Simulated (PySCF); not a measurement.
SMILES O=CC[SiH2]c1ccccc1 at its GFN2-xTB optimised geometry (Å):

```
20

O     -1.5701    -4.1854    -0.4203
C     -1.3120    -3.4326     0.4819
C     -0.4469    -2.2447     0.3898
Si    -1.5875    -0.7544    -0.0257
C     -0.5522     0.8235     0.0000
C     -1.2034     2.0551    -0.0019
C     -0.4949     3.2418    -0.0005
C      0.8903     3.2208     0.0004
C      1.5565     2.0075     0.0000
C      0.8404     0.8235     0.0000
H     -1.7747    -3.5720     1.4810
H      0.2745    -2.3676    -0.4158
H      0.0671    -2.0626     1.3304
H     -2.1884    -0.9665    -1.3451
H     -2.6368    -0.6634     0.9992
H     -2.2834     2.0766    -0.0034
H     -1.0211     4.1854    -0.0001
H      1.4473     4.1462     0.0017
H      2.6368     1.9841    -0.0001
H      1.3756    -0.1152     0.0006
```

Level of theory: PBE0/def2-SVP (PySCF 2.14.0). Cells within 0.4 Å of a nucleus heavier than hydrogen are left out (blank, or x).

Map of the electron localisation function on the plane z = 0.0 Å:

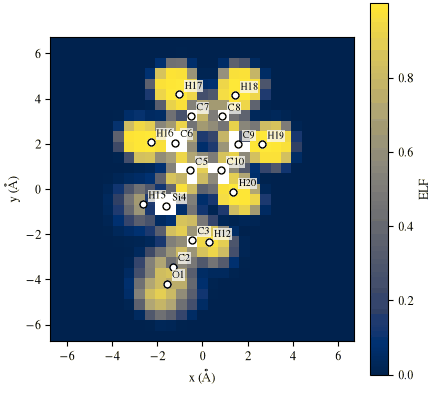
Electron localisation function on the plane z = 0.0 Å.
